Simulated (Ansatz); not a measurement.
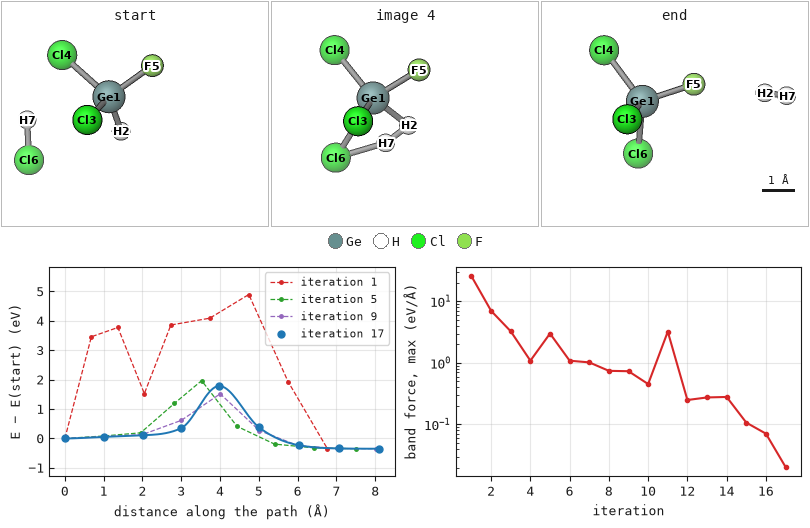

A search for the minimum-energy path of GeH2Cl3F, made up at the start of GeHCl₂F and HCl by the nudged elastic band. Images are numbered from 0 (start) to 8 (end). The plot follows the band through its iterations. A ball-and-stick model, seen from a free direction.

These are results of RKS BLYP/def2-SVP (Ansatz), not measurements. Settings: 7 movable images; climbing image; force threshold 0.05 eV/Å; iteration limit 60; spring constant 0.1 eV/Å²; starting path through a guess of the saddle point.

### Did the band converge, and can the barrier be trusted?

The run is converged, with reservations. The band converged in 17 iterations. The largest component of the band force went from 25 to 0.02 eV/Å. The climbing image converged on the top of the path. Its curvatures weren't checked. The spring constant is far from the usual few eV/Å², which spoils the spacing or the steps. The first iteration put the highest image at 4.90 eV. Forward barrier 1.79 eV, backward barrier 2.13 eV, with image 4 at the top; the reaction energy is −0.35 eV.

Limits of the set-up: the start holds two separate molecules, 2.6 Å apart at their closest, whose relative position is a soft coordinate and is computed without a dispersion correction.

Cost: 4.3 min on 2 threads of Arm Neoverse V1, with other jobs on the host, peak memory 0.17 GiB.
